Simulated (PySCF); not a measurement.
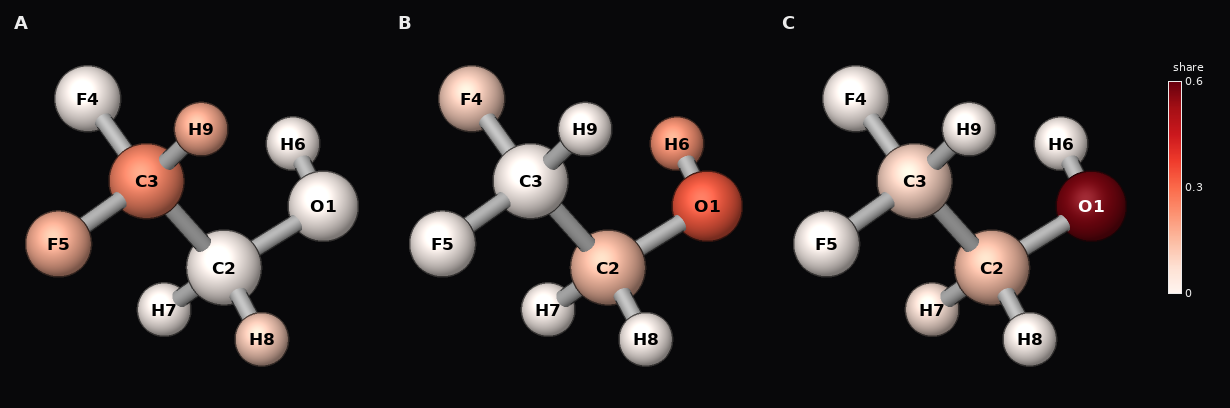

Each panel colours the atoms by their Löwdin share in one orbital (up to four of the largest shares; other atoms are shown as zero). The geometry was computed by an optimisation with GFN2-xTB. No frequency run is at hand to confirm it as a minimum. Level of theory: B3LYP/def2-SVPD (PySCF 2.14.0).

### The panels show the HOMO, LUMO, LUMO+1, in some order. Which is which?

A: LUMO+1, 0.74 eV; C3 0.25, H9 0.18, F5 0.17, H8 0.11
B: LUMO, 0.13 eV; O1 0.32, H6 0.22, C2 0.14, F4 0.10
C: HOMO, −8.40 eV; O1 0.58, C2 0.14, C3 0.10, H7 0.06
